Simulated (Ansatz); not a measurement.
CH3FMoO2S (SMILES C[O][Mo](=[O])([F])=[S])

| atom | x (Å) | y (Å) | z (Å) |
| --- | --- | --- | --- |
| C | -1.0461 | 0.9466 | 0.6655 |
| O | -0.6301 | -0.0755 | -0.2110 |
| Mo | 0.8800 | -0.9650 | -0.7248 |
| O | 0.9991 | -0.9087 | -2.3873 |
| F | 0.8407 | -2.7128 | -0.1341 |
| S | 2.5281 | 0.0507 | 0.1079 |
| H | -0.1911 | 1.3501 | 1.2138 |
| H | -1.5221 | 1.7383 | 0.0832 |
| H | -1.7701 | 0.5302 | 1.3695 |

Geometry: PBE0-D4/def2-TZVP; core potentials replace the inner electrons of Mo.

These are results of Ansatz 0.2.0, RKS PBE0-D4/def2-TZVPP, not measurements.

Q: What can the converged electron density and electron localisation function tell about the bonding?

A: C–O (1.41 Å): the density is about 2 e/Å³ at the midpoint, with its minimum of 1.7 e/Å³ about 0.5 Å from C; the ELF peaks at about 0.90 between the atoms: a shared but strongly polarised pair.
Mo–S (2.11 Å): ρ is about 1.1 e/Å³ halfway; the ELF peaks at about 0.75 in the valence shell of S, 0.8 Å from its nucleus, and is about 0.50 at the midpoint.
Mo–O (1.83 Å): ρ at the midpoint is about 1.3 e/Å³; the ELF peaks at about 0.80 in the valence shell of O, 0.5 Å from its nucleus, and drops to about 0.25 between the two atoms.

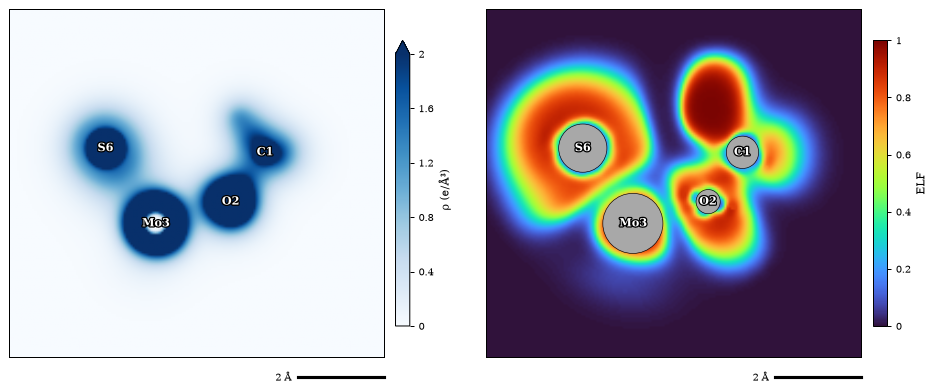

Computed electron density and electron localisation function on the plane of atoms O2, Mo3 and S6, in this order. Grey discs cover the atomic cores in the ELF map. 
